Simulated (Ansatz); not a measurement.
C2H3ClFN: several calculations on one system

Part 1: Relaxation

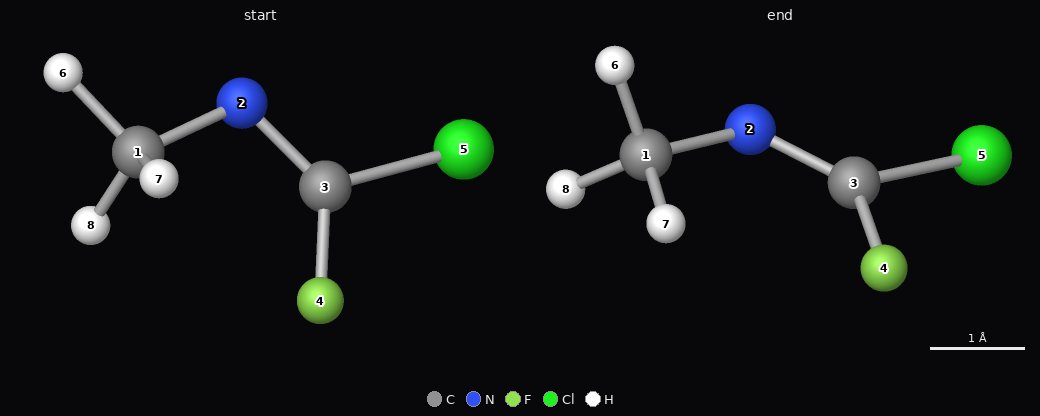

The structure of C₂H₃ClFN before (left) and after (right) a relaxation, at one scale.

Style: ball-and-stick. Shown at a tilt.

The run prepares an end point of a later path (torsion) calculation, from a guessed geometry.

Computed with RKS PBE/def2-SVP in Ansatz. (no spin polarisation; force threshold 0.015 eV/Å; at most 40 steps)

**What changed between the two?**

The energy falls by 0.371 eV in 23 accepted moves (27 points after the start). Largest force component: 3.6 eV/Å at the start, 0.012 eV/Å at the end. The line search rejected the trial steps at points 11, 14, 17, 24 of the run. The forces were under the threshold at step 8, but the run went on from there. The largest move after the best rigid fit is that of F4, 0.79 Å. By element the largest moves are F 0.79 Å, H 0.63 Å, N 0.39 Å, Cl 0.18 Å, C 0.16 Å. Near-neighbour distances that change, for instance: C1–H6 1.169 → 1.110 Å, C3–F4 1.294 → 1.351 Å, C1–H7 1.063 → 1.112 Å, C1–N2 1.420 → 1.447 Å. Among the angles between lasting bonds that change: C1–N2–C3 110.3° → 122.0°, H7–C1–H8 113.4° → 108.8°, N2–C3–Cl5 119.3° → 123.6°. Groups turn about C1–N2 by about 60°. Cost: 2.4 min on 1 thread of AMD EPYC 7R43 64-Core Processor (Zen 3) (shared host), peak memory 0.16 GiB.

Part 2: Relaxation

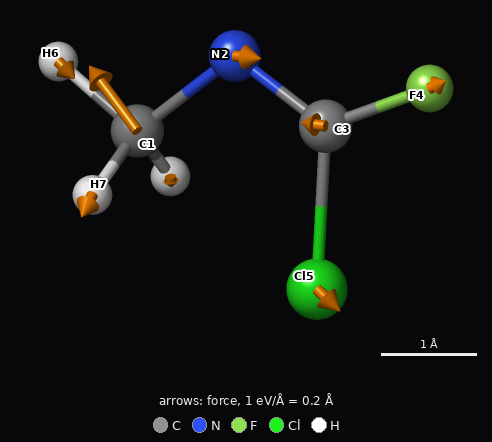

Starting geometry of C2H3ClFN with the computed forces as orange arrows. The picture is a ball-and-stick view, seen at a tilt.

The run prepares an end point of a later path (torsion) calculation, from a guessed geometry.

Method: Ansatz 0.2.0, RKS PBE/def2-SVP. Settings: no spin polarisation; force threshold 0.015 eV/Å; at most 40 steps.

> What follows when this structure is relaxed?

It isn't relaxed: the largest force vector, on a C atom, is 4.88 eV/Å. The final displacements have little in common with the starting forces (cosine between the two patterns 0.09). After 18 accepted moves (21 points after the start) the energy has fallen by 0.575 eV. Largest force component: 4.3 eV/Å at the start, 0.014 eV/Å at the end. The line search rejected the trial steps at points 9, 12, 19 of the run. The largest move after the best rigid fit is that of the Cl atom, 0.89 Å. By element the largest moves are Cl 0.89 Å, H 0.78 Å, N 0.38 Å, F 0.18 Å, C 0.16 Å. Some distances before and after: C–Cl 2.617 → 3.165 Å, C–H 1.169 → 1.111 Å, C–H 1.063 → 1.111 Å, C–F 1.294 → 1.329 Å. Among the angles between lasting bonds that change: C–N–C 110.3° → 124.4°, N–C–Cl 119.3° → 128.3°, H–C–H 103.4° → 109.0°. Groups turn about C–N by about 60°. Cost: 85 s on 1 thread of AMD EPYC 7R43 64-Core Processor (Zen 3), with other jobs on the host, peak memory 0.16 GiB.

Part 3: Path

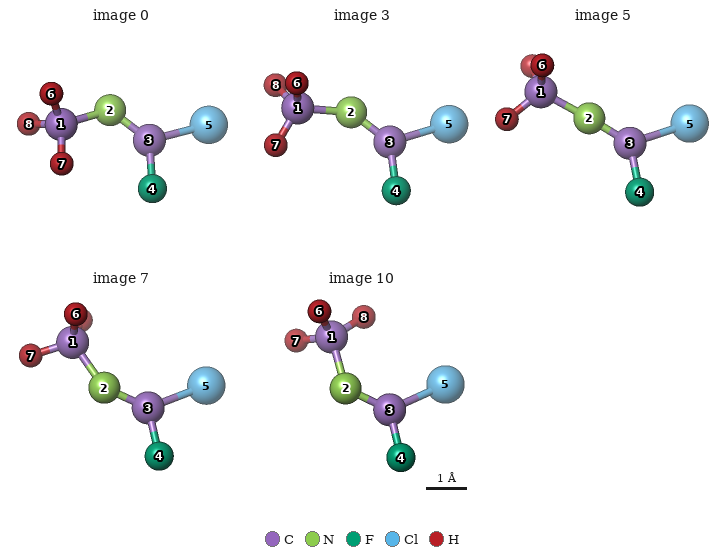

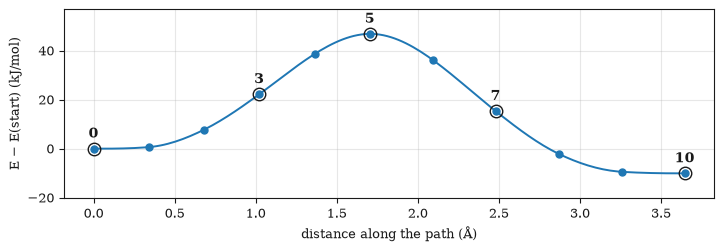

A nudged-elastic-band calculation for C2H3ClFN. Images are numbered from 0 (start) to 10 (end). Style: ball-and-stick. Shown at a tilt.

All numbers below come from RKS PBE/def2-SVP in Ansatz 0.2.0. Run with 9 movable images; climbing image; force threshold 0.03 eV/Å; iteration limit 32; starting path by image-dependent pair potential.

> What happens along the path, and what is the barrier?

The highest point, image 5, lies 46.8 kJ/mol above the start and 56.9 kJ/mol above the end; the end is at −10.1 kJ/mol relative to the start. The motion is an in-plane inversion: the angle C1–N2–C3 opens from 122° to 177° on the way and closes on the other side (124° at the end). No bond forms or breaks between the ends. Bond angles that change up to the highest image, for instance: C1–N2–C3 122.0° → 177.0°, F4–C3–Cl5 110.2° → 106.1°. The band converged in 18 iterations. The largest component of the band force went from 2 to 0.028 eV/Å. The climbing image converged on the top of the path. Its vibrational analysis gives one imaginary mode (234i cm⁻¹), as a transition state must have.

Cost: 9.9 min on 1 thread of AMD EPYC 7R43 64-Core Processor (Zen 3), on a shared host, peak memory 0.14 GiB.
